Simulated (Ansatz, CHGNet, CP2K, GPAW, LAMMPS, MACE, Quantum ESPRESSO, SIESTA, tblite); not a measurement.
## Amorphous SiO1.9 (78 atoms): runs against a plane-wave reference

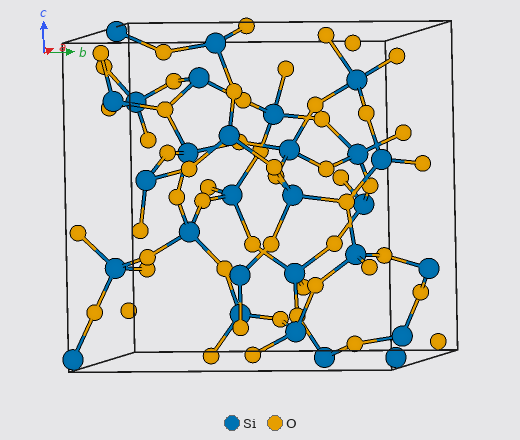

The cell (silicon blue, oxygen orange). Bonds to atoms that aren't drawn are left out. Some periodic images of atoms are drawn too.

Density of this cell: 2.26 g/cm³. The cell holds 78 atoms: 27 Si and 51 O. Cell: a = 10.502 Å, b = 10.502 Å, c = 10.502 Å, α = 90.0°, β = 90.0°, γ = 90.0°. 78 atoms (27 Si, 51 O) placed at random at 2.26 g/cm³, melted at 5000 K for 10 ps at fixed volume with the Tersoff Si-O potential (Munetoh et al., Comput. Mater. Sci. 39, 334 (2007)). Quenched from 5000 K to 500 K at 20 K/ps and fixed volume, annealed at 2000 K for 50 ps, held 5 ps.

Geometry: as built.

The reference, a calculation:

* method: Kohn-Sham DFT, PBE, SSSP efficiency 1.3.0 pseudopotentials, plane waves (Quantum ESPRESSO 7.5); sssp-pbe-1.3.0-efficiency, cutoffs 60/480 Ry, Γ point
* r.m.s. force component: 1.368 eV/Å
* longest force: 5.01 eV/Å
* pressure: -1.028 GPa
* time: 3.1 min on 4 MPI ranks of Arm Neoverse V1, shared host
* CPU time: 12 min

Q: Estimate the differences from the reference, the CPU time and the memory of each run.
- tblite GFN2-xTB (tblite 0.8.0; 1 thread)
- CP2K PBE, DZVP-UZH, 600/50 Ry, diagonalisation (CP2K 2026.2; 4 MPI ranks)
- CHGNet r2SCAN potential (CHGNet r2SCAN; 1 thread)
- GPAW PBE, LCAO dzp, h 0.18 Å (GPAW 26.7.0; 1 thread)
- tblite GFN1-xTB (tblite 0.8.0; 1 thread)
- CP2K PBE, SZV-MOLOPT-SR, 600/50 Ry, diagonalisation (CP2K 2026.2; 2 threads)
- SIESTA revPBE, PBE potentials, DZP, shift 0.01 Ry, mesh 500 Ry (SIESTA 5.4.2; 2 MPI ranks)
- CHGNet 0.3.0 potential (CHGNet 0.3.0; 1 thread)
- GPAW PBE, LCAO sz(dzp), h 0.18 Å (GPAW 26.7.0; 1 thread)
- SIESTA PBE, DZP, shift 0.01 Ry, mesh 500 Ry (SIESTA 5.4.2; 2 MPI ranks)

Differences are against the plane-wave reference, forces as r.m.s. over components; share is that over the reference's r.m.s. force, slope the least-squares factor from reference forces to these. Total energies of different programs have different zeros and aren't compared.

| run | Δ force, r.m.s. (meV/Å) | share (%) | slope | Δ pressure (GPa) | cores | CPU time | memory (GiB) |
| --- | --- | --- | --- | --- | --- | --- | --- |
| reference | - | - | - | - | 4 | 12 min | 3.8 |
| tblite GFN2-xTB | 499 | 36.5 | 0.819 | -4.18 | 1 | 7 s | 0.12 |
| CP2K PBE, DZVP-UZH, 600/50 Ry, diagonalisation | 86.7 | 6.33 | 0.989 | 0.854 | 4 | 6.2 min | 4.4 |
| CHGNet r2SCAN potential | 464 | 33.9 | 0.879 | -7.18 | 1 | 4.8 s | 1.0 |
| GPAW PBE, LCAO dzp, h 0.18 Å | 282 | 20.6 | 1.018 | - | 1 | 3.1 min | 1.5 |
| tblite GFN1-xTB | 737 | 53.9 | 0.868 | 4.18 | 1 | 3.6 s | 0.12 |
| CP2K PBE, SZV-MOLOPT-SR, 600/50 Ry, diagonalisation (coarse) | 706 | 51.6 | 1.093 | 22.8 | 2 | 3.7 min | 3.3 |
| SIESTA revPBE, PBE potentials, DZP, shift 0.01 Ry, mesh 500 Ry | 167 | 12.2 | 1.009 | 4.18 | 2 | 5.3 min | 1.8 |
| CHGNet 0.3.0 potential | 432 | 31.6 | 0.945 | -1.87 | 1 | 4.1 s | 1.0 |
| GPAW PBE, LCAO sz(dzp), h 0.18 Å (coarse) | 657 | 48.0 | 1.036 | - | 1 | 63 s | 1.1 |
| SIESTA PBE, DZP, shift 0.01 Ry, mesh 500 Ry | 161 | 11.8 | 1.001 | 3.07 | 2 | 5.6 min | 1.8 |

Rows marked coarse were listed beforehand as settings not expected to be converged; some can still land near the reference.

Times of the machine-learned potentials are mostly Python's start and the loading of weights.

CPU time is summed over cores on a shared host, where runs went side by side, so it is rough. Symmetry, cutoffs, thresholds, outputs and thread counts weren't matched or tuned between programs; memory under MPI is the largest rank's times the ranks.

The PBE runs in local orbitals, coarse settings apart, differ by 6.3 % (CP2K PBE, DZVP-UZH, 600/50 Ry, diagonalisation) to 21 % (GPAW PBE, LCAO dzp, h 0.18 Å); basis, grid and potentials can all enter. Tight binding differs by 36 % (tblite GFN2-xTB) to 54 % (tblite GFN1-xTB); it is another model, with fitted parameters of its own, and the xTB methods hold dispersion. Machine-learned potentials differ by 32 % (CHGNet 0.3.0 potential) to 34 % (CHGNet r2SCAN potential); they were trained on other programs' data, some at another functional. Rows with another functional or a dispersion term differ by 12 % (SIESTA revPBE, PBE potentials, DZP, shift 0.01 Ry, mesh 500 Ry), which mixes the change of model with differences of basis and potentials, some of them made for another functional. Periodic xTB results under one method name differ between programs and library versions. Machine-learned potentials mimic data converged in k, so the reference's own k-point error enters their differences. The network of bonds at the start is that of the classical potential that made the cell, and needn't be the one that DFT or experiment would give. The electronic-structure runs sample only Γ, in a cell whose shortest periodic width is 11 Å, which is coarse for a cell with partly filled levels.

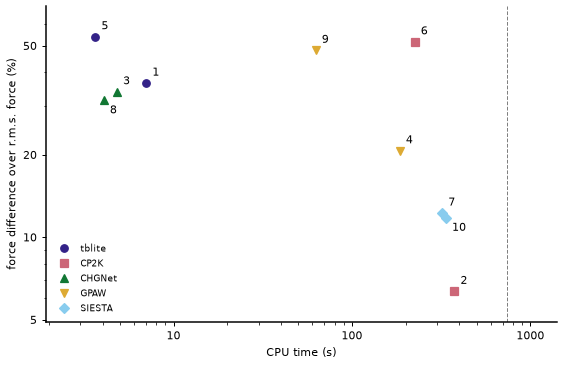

Force difference against CPU time; the dashed line marks the reference's time. Points: 1 tblite GFN2-xTB; 2 CP2K PBE, DZVP-UZH, 600/50 Ry, diagonalisation; 3 CHGNet r2SCAN potential; 4 GPAW PBE, LCAO dzp, h 0.18 Å; 5 tblite GFN1-xTB; 6 CP2K PBE, SZV-MOLOPT-SR, 600/50 Ry, diagonalisation; 7 SIESTA revPBE, PBE potentials, DZP, shift 0.01 Ry, mesh 500 Ry; 8 CHGNet 0.3.0 potential; 9 GPAW PBE, LCAO sz(dzp), h 0.18 Å; 10 SIESTA PBE, DZP, shift 0.01 Ry, mesh 500 Ry.

[Hosts, paths, dates, database ids (printed as entryN), source tags and the programs' standing remarks are cut or masked in the printed files.]
